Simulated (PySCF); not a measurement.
# VS₂: structure of the doublet

Aim: relax VS₂ as a doublet from a side-on start, check by its vibrations whether the end is a minimum, and collect its spectrum and constants.

Program: PySCF 2.14.0. Level of theory: PBE0, basis V def2-SVP, S def2-SVP, no relativity, density fitting. These are calculated values, not measurements.

### 1 The starting structure

3 atoms, charge 0, spin multiplicity 2.

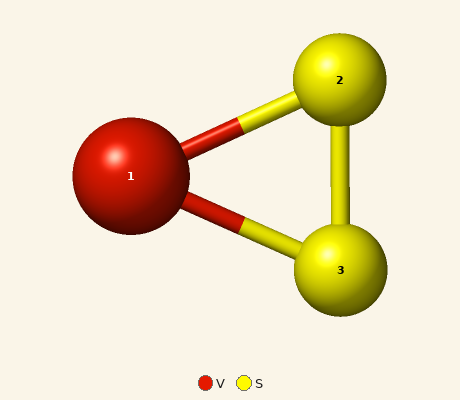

The starting geometry (vanadium red, sulfur yellow); atoms are numbered from 1 in the order of the file.

```xyz
3
charge 0 multiplicity 2
V     0.0000    0.0000   -1.2250
S     1.0000    0.0000    0.9759
S    -1.0000    0.0000    0.9759
```

### 2 Side-on start, doublet: relaxation

The steps below are one call of a driver around PySCF. For each, scf.py gives the equivalent set-up of the SCF; relaxations use the driver's own optimiser. Before each start the driver seeks the lowest SCF state from one or more starting densities and follows internal instabilities, so scf.py alone need not reach the same state.

The program finds C2v symmetry in the start, which this walk keeps. Threshold on the gradient: 0.0003 Eh/bohr, with a further test on the energy change.

scf.py reads:

```python
from pyscf import gto, scf, dft
mol = gto.M(atom='''
V      0.000000     0.000000    -1.224954
S      1.000000    -0.000000     0.975915
S     -1.000000     0.000000     0.975915''',
    basis={'V': 'def2-SVP', 'S': 'def2-SVP'},
    charge=0, spin=1)
mf = dft.UKS(mol, xc='PBE0')
mf.grids.atom_grid = (50, 194)
aux = {'V': 'def2-universal-JKFIT', 'S': 'def2-universal-JKFIT'}
mf = mf.density_fit(auxbasis=aux)
mf.kernel()
```

The runs that follow: Hessian and properties.

**Question.** What will these runs give? Wanted: minimum; geometry; wavenumbers; dipole moment; highest occupied, lowest empty level; polar-tensor charge of V1; zero-point energy; atomisation energy; ⟨S²⟩.

**Answer**, as computed:

| quantity | value |
| --- | --- |
| minimum | broken-symmetry (Ms = 1/2), C2v |
| geometry | S–S 2.115 Å, V–S 2.223 Å (×2); S–S–V 61.6° (×2), S–V–S 56.8° |
| wavenumbers (cm⁻¹) | 313 (b2), 404 (a1), 523 (a1) |
| dipole moment | 6.52 D |
| highest occupied, lowest empty level (either spin) | -5.13, -2.41 eV |
| polar-tensor charge of V1 | +0.89 e |
| zero-point energy | 7.4 kJ/mol |
| entropy at 298.15 K | 287.5 J/(mol K) |
| atomisation energy (no zero-point energy) | 682 kJ/mol |
| ⟨S²⟩ | 1.755 |

What this shows: The molecule stays C2v, as typed, and the end point is a minimum. The determinant is spin-contaminated (⟨S²⟩ = 1.76 against 0.75), so it is no pure spin state. The strongest infrared band lies at 523 cm⁻¹ (a1). With 6.5 D the molecule is strongly polar. Other starts or spin states, not run here, may lie lower. One determinant may miss the lowest occupation of an open d or f shell.
